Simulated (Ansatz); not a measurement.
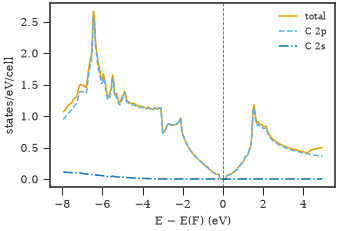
Figure: Total and projected density of states of C (graphite, P6_3/mmc), DFT-PBE+D3(BJ) in the program Ansatz with PAW potentials

Q: Which orbitals carry the states next to the Fermi level?

A: Within 0.5 eV of the Fermi level: C 2p 99 %. Projections are on Löwdin-orthogonalised atomic valence shells; empty p or d shells of many metals are not among them.

Q: Where is the tallest occupied peak in this window, and what makes it?

A: Near -6.4 eV, about 2.7 states/eV per cell; the largest projected share is C 2p.

Symmetry was held in the PBE+D3(BJ) relaxation.

Potentials: the earlier of the program's two PAW sets.
